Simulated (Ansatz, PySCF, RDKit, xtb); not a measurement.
# CH4FSi+: from the formula to a structure, part 2 of 2

Only the formula CH4FSi+ is given (charge +1). Aim: find the structure of lowest free energy at 200 K, then its properties.

xtb, Ansatz and PySCF; isolated molecules.

## 12. Density, orbitals and dipole (PBE0/def2-TZVPD)

File input.yaml:

```yaml
crystal:
  periodic: [false, false, false]
  atoms:
    - {symbol: C, position_ang: [-0.377763, 0.900386, 1.265324]}
    - {symbol: F, position_ang: [-1.645105, 0.071768, -1.231216]}
    - {symbol: Si, position_ang: [-0.893882, -0.360895, 0.083910]}
    - {symbol: H, position_ang: [-0.840217, 0.685227, 2.247555]}
    - {symbol: H, position_ang: [-0.656295, 1.911116, 0.929192]}
    - {symbol: H, position_ang: [0.717874, 0.834982, 1.407243]}
    - {symbol: H, position_ang: [-0.709121, -1.820094, 0.165570]}
basis:
  gaussian: {orbitals: def2-TZVPD}
total_charge: 1
hamiltonian: {xc: pbe0}
output: {forces: true, orbitals: {seedname: orbitals}}
```

On the command line:

```sh
$ ansatz run input.yaml --threads 1 --pin off --max-ram 2610MiB --events-out events.jsonl --progress --plain --runs-dir runs
```

Standard output, cut to the lines that bear on the results:

```text
Warning: RAYON_NUM_THREADS=1 ignored (pool sized by the plan → 1); use --threads N
Functional definition: PBE0
  name "PBE0"
[...]
871 factors; their error is unknown
[...]
mean field -11684.38872084 eV, -429.3933655277 hartree, gradient 4.6e-5 eV, S^2 0.000000; 0 other end points of the search recorded, 0 dependent functions left out
[...]
reference -11684.38875195 eV, -429.3933666712 hartree; 16, 16 occupied and 140, 140 virtual orbitals, 871 factors
Total energy: -11684.38875195 eV, -429.3933666712 hartree
Atom 0 at    -0.377763     0.900386     1.265324 Å, force     0.046552     0.155698     0.117548 eV/Å
Atom 1 at    -1.645105     0.071768    -1.231216 Å, force     0.579715    -0.330557     1.016033 eV/Å
Atom 2 at    -0.893882    -0.360895     0.083910 Å, force    -0.542963     0.346212    -0.946761 eV/Å
Atom 3 at    -0.840217     0.685227     2.247555 Å, force     0.103302     0.035343    -0.233425 eV/Å
Atom 4 at    -0.656295     1.911116     0.929192 Å, force     0.070330    -0.273121     0.081208 eV/Å
Atom 5 at     0.717874     0.834982     1.407243 Å, force    -0.253540     0.000830    -0.040655 eV/Å
Atom 6 at    -0.709121    -1.820094     0.165570 Å, force    -0.003395     0.065595     0.006051 eV/Å
Dipole moment:     0.321834    -0.195677     0.561729 e Å
```

It took 4.5 s on 1 thread of Arm Neoverse V1, shared host.

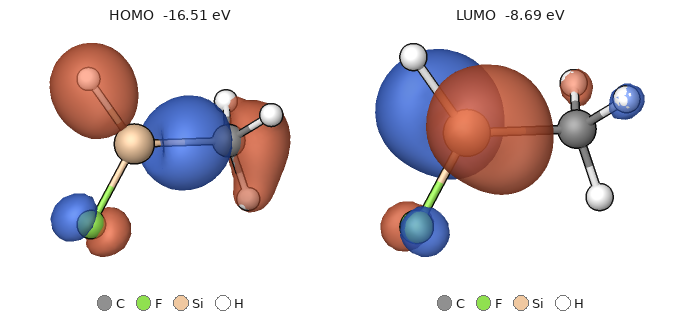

Frontier orbitals of this run, surfaces at ±0.2 Å^-3/2.

## 13. Frequencies after a tight-binding relaxation (GFN2-xTB)

File start.xyz:

```xyz
7
c145
C     -0.377763     0.900386     1.265324
F     -1.645105     0.071768    -1.231216
Si    -0.893882    -0.360895     0.083910
H     -0.840217     0.685227     2.247555
H     -0.656295     1.911116     0.929192
H      0.717874     0.834982     1.407243
H     -0.709121    -1.820094     0.165570
```

On the command line:

```sh
$ xtb start.xyz --gfn 2 --ohess tight --chrg 1
```

Standard output, cut to the lines that bear on the results:

```text
* xtb version 6.7.1
[...]
          :  # basis functions                  22          :
[...]
          :  # electrons                        18          :
[...]
          :  Hamiltonian                  GFN2-xTB          :
[...]
          :  net charge                          1          :
          :  unpaired electrons                  0          :
[...]
   *** convergence criteria satisfied after 13 iterations ***
[...]
   *** GEOMETRY OPTIMIZATION CONVERGED AFTER 10 ITERATIONS ***
[...]
   *** convergence criteria satisfied after 3 iterations ***
[...]
         ::                     SUMMARY                     ::
         :::::::::::::::::::::::::::::::::::::::::::::::::::::
         :: total energy             -10.240056638417 Eh    ::
         :: gradient norm              0.000165077204 Eh/a0 ::
         :: HOMO-LUMO gap              4.509789755690 eV    ::
         ::.................................................::
         :: SCC energy               -10.330860487903 Eh    ::
         :: -> isotropic ES            0.131885935154 Eh    ::
         :: -> anisotropic ES         -0.016891626193 Eh    ::
         :: -> anisotropic XC         -0.010973738809 Eh    ::
         :: -> dispersion             -0.002017183015 Eh    ::
         :: repulsion energy           0.090803849486 Eh    ::
         :: add. restraining           0.000000000000 Eh    ::
         :: total charge               1.000000000000 e     ::
         :::::::::::::::::::::::::::::::::::::::::::::::::::::
[...]
         9        2.0000           -0.6741414             -18.3443 (HOMO)
        10                         -0.5084098             -13.8345 (LUMO)
[...]
     #   Z          covCN         q      C6AA      α(0)
     1   6          3.651    -0.207    24.972     7.177
     2   9          0.705    -0.125    10.498     3.826
     3  14          2.509     0.665   168.493    28.440
     4   1          0.924     0.171     1.260     1.755
     5   1          0.923     0.194     1.128     1.661
     6   1          0.924     0.171     1.260     1.755
     7   1          0.923     0.131     1.527     1.932
[...]
          | TOTAL ENERGY              -10.240056638418 Eh   |
          | TOTAL ENTHALPY            -10.188587382287 Eh   |
          | TOTAL FREE ENERGY         -10.221822570341 Eh   |
          | GRADIENT NORM               0.000165101538 Eh/α |
[...]
```

It took 0.11 s on 1 thread of Arm Neoverse V1, shared host.

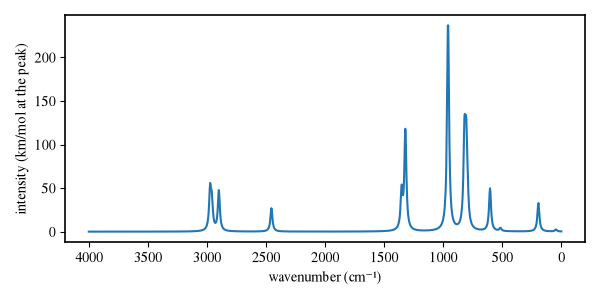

Harmonic infrared spectrum, unscaled, lines broadened by 10 cm⁻¹.

## 14. Electronic excitations (TD-CAM-B3LYP/def2-SVPD)

An in-house driver calls PySCF's response routines at TD-CAM-B3LYP/def2-SVPD; it has no typed input.

Standard output:

```text
coarse grid: 6280 points
cycle   1  E = -429.2228196580  dE =  4.077e-01  |g| = 5.434e-01  |ddm| = 2.754e+00
cycle   2  E = -429.2059133654  dE =  1.691e-02  |g| = 7.242e-01  |ddm| = 1.211e+00
cycle   3  E = -429.2927757697  dE = -8.686e-02  |g| = 7.959e-02  |ddm| = 5.326e-01
cycle   4  E = -429.2939280028  dE = -1.152e-03  |g| = 1.735e-02  |ddm| = 1.168e-01
cycle   5  E = -429.2939980466  dE = -7.004e-05  |g| = 6.843e-03  |ddm| = 2.675e-02
cycle   6  E = -429.2940101545  dE = -1.211e-05  |g| = 6.497e-04  |ddm| = 8.614e-03
cycle   7  E = -429.2940103266  dE = -1.721e-07  |g| = 1.436e-04  |ddm| = 1.586e-03
final grid: 56232 points
cycle   8  E = -429.3498111902  dE = -7.699e-06  |g| = 2.357e-03  |ddm| = 1.868e-02
cycle   9  E = -429.3498109054  dE =  2.847e-07  |g| = 2.779e-03  |ddm| = 4.482e-03
cycle  10  E = -429.3498123820  dE = -1.477e-06  |g| = 2.954e-04  |ddm| = 2.080e-03
cycle  11  E = -429.3498123972  dE = -1.521e-08  |g| = 7.651e-05  |ddm| = 2.709e-04
cycle  12  E = -429.3498123986  dE = -1.328e-09  |g| = 5.162e-06  |ddm| = 9.407e-05
cycle  13  E = -429.3498123986  dE = -1.523e-11  |g| = 1.373e-06  |ddm| = 1.020e-05
converged SCF energy = -429.3498123986

Static polarisability (au): isotropic 31.154, principal 25.933 30.031 37.498

Singlet excitations
state   eV       nm        f      main configurations
  1   6.0461    205.1   0.00005   H->L 0.99
  2   7.8286    158.4   0.00637   H-1->L 0.98
  3   8.2233    150.8   0.03625   H-2->L 0.88, H->L+1 0.09
  4   8.8054    140.8   0.01969   H-3->L 0.92
  5   8.9644    138.3   0.08791   H->L+1 0.76, H->L+2 0.14
  6   9.4294    131.5   0.01494   H-5->L 0.93
  7   9.6527    128.4   0.00901   H-4->L 0.92
  8  10.1756    121.8   0.21442   H->L+2 0.51, H-1->L+1 0.33, H->L+1 0.10

Triplet excitations (Tamm-Dancoff, eV): 5.5372 7.4906 7.4987
```

It took 5.7 s on 1 thread of Arm Neoverse V1, shared host.

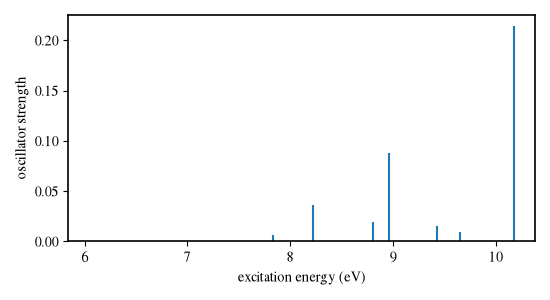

Vertical excitations as sticks.

The roots found:

| excited state | energy (eV) | strength |
| --- | --- | --- |
| 1 | 6.046 | 0.0001 |
| 2 | 7.829 | 0.0064 |
| 3 | 8.223 | 0.0362 |
| 4 | 8.805 | 0.0197 |
| 5 | 8.964 | 0.0879 |
| 6 | 9.429 | 0.0149 |
| 7 | 9.653 | 0.0090 |
| 8 | 10.176 | 0.2144 |

## 15. NMR shieldings (GIAO PBE0/pcSseg-1)

An in-house driver calls PySCF's response routines at GIAO PBE0/pcSseg-1; it has no typed input.

Standard output:

```text
coarse grid: 6280 points
cycle   1  E = -429.1943815026  dE =  4.166e-01  |g| = 5.838e-01  |ddm| = 2.258e+00
cycle   2  E = -429.1078525200  dE =  8.653e-02  |g| = 9.721e-01  |ddm| = 1.084e+00
cycle   3  E = -429.2646704327  dE = -1.568e-01  |g| = 1.077e-01  |ddm| = 6.006e-01
cycle   4  E = -429.2667742993  dE = -2.104e-03  |g| = 2.818e-02  |ddm| = 1.028e-01
cycle   5  E = -429.2669502907  dE = -1.760e-04  |g| = 8.626e-03  |ddm| = 2.460e-02
cycle   6  E = -429.2669681794  dE = -1.789e-05  |g| = 6.997e-04  |ddm| = 7.364e-03
cycle   7  E = -429.2669682812  dE = -1.018e-07  |g| = 1.379e-04  |ddm| = 5.810e-04
final grid: 56232 points
cycle   8  E = -429.2897697136  dE = -1.206e-05  |g| = 4.217e-03  |ddm| = 9.259e-03
cycle   9  E = -429.2897677775  dE =  1.936e-06  |g| = 4.994e-03  |ddm| = 6.422e-03
cycle  10  E = -429.2897742227  dE = -6.445e-06  |g| = 2.967e-04  |ddm| = 3.622e-03
cycle  11  E = -429.2897742309  dE = -8.105e-09  |g| = 1.685e-04  |ddm| = 2.318e-04
cycle  12  E = -429.2897742350  dE = -4.143e-09  |g| = 1.544e-05  |ddm| = 8.936e-05
cycle  13  E = -429.2897742350  dE = -3.331e-11  |g| = 2.634e-06  |ddm| = 1.451e-05
converged SCF energy = -429.2897742350

GIAO shielding tensors (ppm)
atom      isotropic    diamagn.    paramagn.     s11        s22        s33       span
  0 C      174.307     258.959     -84.652    144.813    174.167    203.940     59.128
  1 F      180.369     465.913    -285.544    -24.631    212.334    353.404    378.035
  2 Si     153.270     878.056    -724.786   -108.254    210.641    357.425    465.679
  3 H       28.682      26.272       2.409     25.007     25.412     35.626     10.619
  4 H       28.507      27.695       0.812     23.929     25.786     35.807     11.878
  5 H       28.682      29.348      -0.666     25.007     25.412     35.626     10.619
  6 H       24.103      25.937      -1.834     20.647     21.386     30.274      9.627
```

Run time: 3.6 s. Hardware: 1 thread of Arm Neoverse V1, shared host.

Isotropic shieldings, averaged over atoms that the bond graph makes equivalent (absolute, not shifts):

| atoms | shielding (ppm) |
| --- | --- |
| C1 | 174.3 |
| F2 | 180.4 |
| Si3 | 153.3 |
| H4, H5, H6 | 28.62 |
| H7 | 24.10 |

## 16. One electron fewer at the same geometry (PBE0/def2-TZVPD)

File input.yaml:

```yaml
basis:
  gaussian:
    orbitals: def2-TZVPD
crystal:
  periodic: [false, false, false]
  atoms:
    - symbol: C
      position_ang: [-0.377763, 0.900386, 1.265324]
    - symbol: F
      position_ang: [-1.645105, 0.071768, -1.231216]
    - symbol: Si
      position_ang: [-0.893882, -0.360895, 0.083910]
    - symbol: H
      position_ang: [-0.840217, 0.685227, 2.247555]
    - symbol: H
      position_ang: [-0.656295, 1.911116, 0.929192]
    - symbol: H
      position_ang: [0.717874, 0.834982, 1.407243]
    - symbol: H
      position_ang: [-0.709121, -1.820094, 0.165570]
total_charge: 2
magnetization:
  spin_polarized: true
  initial_magnetization: 1
hamiltonian:
  xc: {name: PBE0}
```

On the command line:

```sh
$ ansatz run input.yaml --threads 1 --pin off --max-ram 2610MiB --events-out events.jsonl --progress --plain --runs-dir runs
```

Standard output:

```text
Warning: RAYON_NUM_THREADS=1 ignored (pool sized by the plan → 1); use --threads N
[... 2 set-up lines as earlier in the session ...]
  parameter a = 0.25
  parameter kappa = 0.804
  parameter beta = 0.06672455060314922
  exchange = (1 - a)*pbe_x(kappa = kappa, mu = beta*pi^2/3) + a*exact_x
  correlation = pbe_c(beta = beta)
871 factors; their error is unknown
mean field evaluation 1: about -11637.6361 eV, gradient 8.9e1 eV
mean field evaluation 2: about -11473.7940 eV, gradient 1.9e2 eV
mean field evaluation 4: about -11661.0816 eV, gradient 3.1e1 eV
mean field evaluation 8: about -11665.3359 eV, gradient 2.6e-1 eV
mean field evaluation 16: about -11665.3415 eV, gradient 1.1e-3 eV
mean field -11665.34154009 eV, -428.6933945459 hartree, gradient 3.8e-5 eV, S^2 0.761082; 2 other end points of the search recorded, 0 dependent functions left out
reference -11665.34156800 eV, -428.6933955716 hartree; 16, 15 occupied and 140, 141 virtual orbitals, 871 factors
Total energy: -11665.34156800 eV, -428.6933955716 hartree
```

Wall time 7.8 s (1 thread of Arm Neoverse V1, shared host).

Difference from the parent: 19.05 eV.

## 17. One electron more at the same geometry (PBE0/def2-TZVPD)

Changes to input.yaml since step 16:

```diff
@@ -1,4 +1 @@
-basis:
-  gaussian:
-    orbitals: def2-TZVPD
 crystal:
@@ -20,3 +17,9 @@
       position_ang: [-0.709121, -1.820094, 0.165570]
-total_charge: 2
+basis:
+  gaussian:
+    orbitals: def2-TZVPD
+hamiltonian:
+  xc: pbe0
+scf:
+  lower_state_search: "off"
 magnetization:
@@ -24,3 +27 @@
   initial_magnetization: 1
-hamiltonian:
-  xc: {name: PBE0}
```

On the command line:

```sh
$ ansatz run input.yaml --threads 1 --pin off --max-ram 2610MiB --events-out events.jsonl --progress --plain --runs-dir runs
```

Standard output, cut to the lines that bear on the results:

```text
Warning: RAYON_NUM_THREADS=1 ignored (pool sized by the plan → 1); use --threads N
[... 2 set-up lines as earlier in the session ...]
[...]
871 factors; their error is unknown
[...]
mean field -11691.00579318 eV, -429.6365384511 hartree, gradient 4.9e-6 eV, S^2 0.757616; 0 other end points of the search recorded, 0 dependent functions left out
reference -11691.00583018 eV, -429.6365398108 hartree; 17, 16 occupied and 139, 140 virtual orbitals, 871 factors
Total energy: -11691.00583018 eV, -429.6365398108 hartree
Checks for a lower state left out: stability, starts, cluster_reference, orbital_swaps, neighbouring_geometries, increment
```

Run time: 4.2 s. Hardware: 1 thread of Arm Neoverse V1, shared host.

Parent less the species with the added electron: 6.62 eV.

## 18. The triplet at the same geometry (PBE0/def2-TZVPD)

File input.yaml:

```yaml
crystal:
  periodic: [false, false, false]
  atoms:
    - {symbol: C, position_ang: [-0.377763, 0.900386, 1.265324]}
    - {symbol: F, position_ang: [-1.645105, 0.071768, -1.231216]}
    - {symbol: Si, position_ang: [-0.893882, -0.360895, 0.083910]}
    - {symbol: H, position_ang: [-0.840217, 0.685227, 2.247555]}
    - {symbol: H, position_ang: [-0.656295, 1.911116, 0.929192]}
    - {symbol: H, position_ang: [0.717874, 0.834982, 1.407243]}
    - {symbol: H, position_ang: [-0.709121, -1.820094, 0.165570]}
basis:
  gaussian:
    orbitals: def2-TZVPD
hamiltonian:
  xc: pbe0
total_charge: 1
magnetization:
  spin_polarized: true
  initial_magnetization: 2
```

On the command line:

```sh
$ ansatz run input.yaml --threads 1 --pin off --max-ram 2610MiB --events-out events.jsonl --progress --plain --runs-dir runs
```

Standard output, cut to the lines that bear on the results:

```text
Warning: RAYON_NUM_THREADS=1 ignored (pool sized by the plan → 1); use --threads N
[... 7 set-up lines as earlier in the session ...]
871 factors; their error is unknown
mean field evaluation 1: about -11664.1121 eV, gradient 6.3e1 eV
mean field evaluation 2: about -11617.7894 eV, gradient 1.3e2 eV
mean field evaluation 4: about -11677.9443 eV, gradient 1.3e1 eV
mean field evaluation 8: about -11678.8629 eV, gradient 2.1e-1 eV
mean field evaluation 16: about -11678.8680 eV, gradient 2.5e-3 eV
mean field -11678.86804103 eV, -429.1904842868 hartree, gradient 4.5e-5 eV, S^2 2.005060; 0 other end points of the search recorded, 0 dependent functions left out
reference -11678.86807472 eV, -429.1904855247 hartree; 17, 15 occupied and 139, 141 virtual orbitals, 871 factors
Total energy: -11678.86807472 eV, -429.1904855247 hartree
```

Wall time 7.5 s (1 thread of Arm Neoverse V1, shared host).

It lies 5.52 eV above the singlet.

## 19. Stability of the closed-shell solution (PBE0/def2-SVP)

File job.py:

```python
from pyscf import gto, dft

mol = gto.M(
    atom='''
C     -0.377763     0.900386     1.265324
F     -1.645105     0.071768    -1.231216
Si    -0.893882    -0.360895     0.083910
H     -0.840217     0.685227     2.247555
H     -0.656295     1.911116     0.929192
H      0.717874     0.834982     1.407243
H     -0.709121    -1.820094     0.165570
''',
    max_memory=1860,
    verbose=3,
    basis='def2-svp',
    charge=1,
)

ks = dft.RKS(mol)
ks.xc = 'pbe0'
ks = ks.density_fit(auxbasis='def2-universal-jkfit')
ks.max_cycle = 100
ks.grids.level = 3
ks.kernel()
if not ks.converged:
    ks = ks.newton().run(ks.mo_coeff, ks.mo_occ)

e_tot = ks.e_tot
print('E(%s) = %.9f' % ('PBE0', e_tot))
mo_i, mo_e, stable_i, stable_e = ks.stability(internal=True, external=True, return_status=True)
print('stable: internal', stable_i, 'external', stable_e)
```

On the command line:

```sh
$ OMP_NUM_THREADS=1 python job.py
```

Standard output:

```text
converged SCF energy = -429.114727549771
E(PBE0) = -429.114727550
<class 'pyscf.df.df_jk.DFRKS'> wavefunction is stable in the internal stability analysis
<class 'pyscf.df.df_jk.DFRKS'> wavefunction is stable in the real -> complex stability analysis
<class 'pyscf.df.df_jk.DFRKS'> wavefunction is stable in the RHF/RKS -> UHF/UKS stability analysis
stable: internal True external True
```

Run time: 40 s. Hardware: 1 thread of Arm Neoverse V1, shared host.

## 20. Outcome

What follows sums up all 2 parts.

| quantity | value |
| --- | --- |
| lowest structure found | C[SiH+]F, singlet, Cs |
| next finalist | C1[F+][SiH2]1, singlet, 57.6 kcal/mol higher in G |
| share at equilibrium, among the finalists | 100.0 % |
| funnel | 13 starts, 7 minima at GFN2-xTB, 7 screening runs, 3 relaxed, 3 ranked |
| CPU time of all runs | 11 min |
| harmonic wavenumbers, lowest and highest (PBE0-D3(BJ)/def2-SVP) | 49 and 3181 cm⁻¹ |
| rotational constants, same geometry | 0.9336, 0.2181, 0.1829 cm⁻¹ |
| HOMO energy (PBE0/def2-TZVPD) | -16.51 eV |
| LUMO energy (PBE0/def2-TZVPD) | -8.69 eV |
| HOMO–LUMO gap (PBE0/def2-TZVPD) | 7.82 eV |
| lowest excitation (TD-CAM-B3LYP/def2-SVPD) | 6.05 eV (f = 0.000) |
| strongest of the states computed, same level | 10.18 eV (f = 0.214) |
| lowest triplet excitation, same level, Tamm-Dancoff | 5.54 eV |
| vertical ionisation energy | 19.05 eV |
| vertical recombination energy (electron added) | 6.62 eV |
| vertical triplet less singlet | +5.52 eV |

The search ends on `C[SiH+]F`. Among the finalists first place is clear (57.6 kcal/mol); structures outside the list aren't covered. PBE0-D3(BJ)/def2-SVP, HF/def2-TZVPP and MP2/def2-TZVPP already put its bonding pattern lowest among the structures in one piece. The largest share of the time went into recheck (25 %). The search is not exhaustive (a finite list of starts, one conformer a finalist), so a lower isomer can't be ruled out. Patterns outside the rules of the enumeration were met only by chance.
